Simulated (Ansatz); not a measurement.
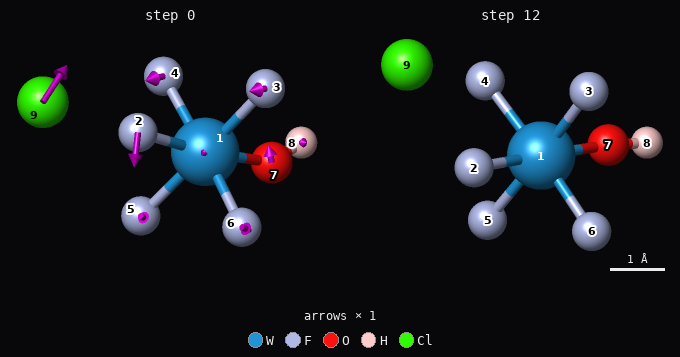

The structure of WHOClF5 (multiplicity 2) before (left) and after (right) a relaxation, at one scale. The purple arrows give the displacements, at their true length.

The picture is a ball-and-stick view, seen from a free direction.

The run prepares an end point of a later path (reaction) calculation, from a guessed geometry.

Method: UKS PBE/def2-SVP in Ansatz.

Input
```yaml
crystal:
  periodic: [false, false, false]
  atoms:
    - { symbol: W, position_ang: [0.008841, 0.011818, -0.044565] }
    - { symbol: F, position_ang: [-0.020061, -0.001829, 1.819288] }
    - { symbol: F, position_ang: [1.876286, -0.01843, 0.095708] }
    - { symbol: F, position_ang: [-0.006507, 1.881485, 0.094229] }
    - { symbol: F, position_ang: [-1.859455, -0.015541, -0.042995] }
    - { symbol: F, position_ang: [-0.009481, -1.854694, -0.078578] }
    - { symbol: O, position_ang: [0.119588, 0.164437, -1.89071] }
    - { symbol: H, position_ang: [0.413615, 0.640138, -2.68981] }
    - { symbol: Cl, position_ang: [0.004976, -0.014983, 4.520333] }
magnetization:
  spin_polarized: true
  initial_magnetization: 1
basis:
  gaussian: { orbitals: def2-SVP }
hamiltonian:
  xc: pbe
relax:
  f_tol: 0.03
  max_steps: 50
```

Command:
```bash
ansatz run input.yaml --threads 4 --pin off --max-ram 5120MiB --backend cpu --events-out ev --progress --plain --runs-dir out
```

Question: What changed between the two?

Answer: The largest move after the best rigid fit is that of Cl9, 0.91 Å. Largest moves by element: Cl 0.91 Å, F 0.67 Å, O 0.34 Å, H 0.15 Å, W 0.10 Å. Among the contacts that change: W1–F2 1.864 → 1.880 Å, W1–O7 1.856 → 1.845 Å, O7–H8 0.975 → 0.970 Å. Among the angles between lasting bonds that change: W1–O7–H8 150.8° → 173.8°, F2–W1–F6 90.6° → 86.9°, F2–W1–O7 175.0° → 178.7°. Over 12 geometry steps the energy falls by 0.79 kcal/mol. Largest force component: 0.43 eV/Å at the start, 0.029 eV/Å at the end. Cost: 2.1 min on 4 threads of Arm Neoverse V1, with other jobs on the host, peak memory 0.42 GiB.

Limits of the set-up: the start holds two separate molecules, 2.7 Å apart at their closest, whose relative position is a soft coordinate and is computed without a dispersion correction.
